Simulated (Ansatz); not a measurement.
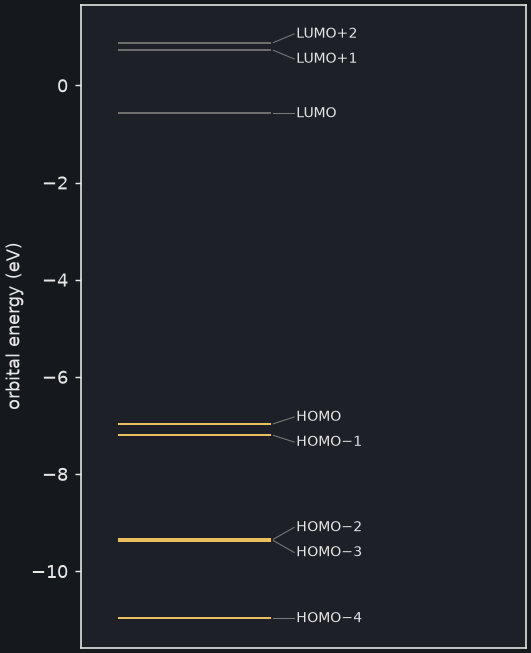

Kohn-Sham orbital energies near the frontier, HSE06/def2-TZVPP with the Ansatz code 0.2.0, at a PBE0-D4/def2-TZVP geometry (a minimum by its frequencies), isolated molecule; empty levels in grey, levels within 0.03 eV side by side.

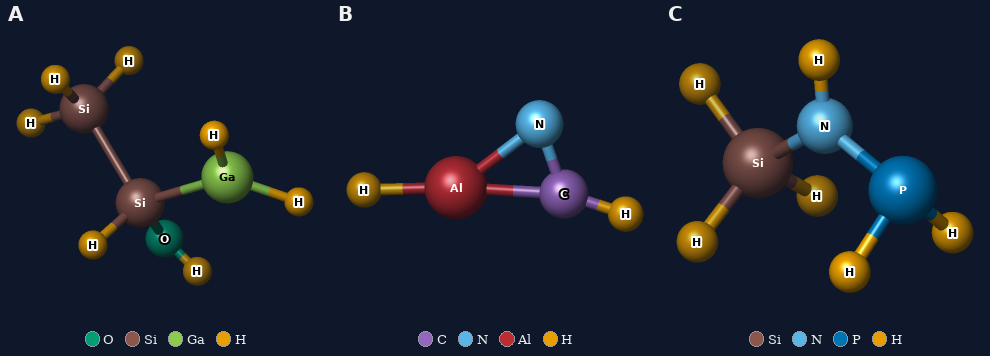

### Which molecule has this level scheme? The candidates are drawn in the second picture.

Structure C, SiPNH₆, SMILES [SiH3]NP. HOMO −6.97 eV, LUMO −0.58 eV, separation 6.39 eV.

Note: empty levels above zero depend strongly on the basis.
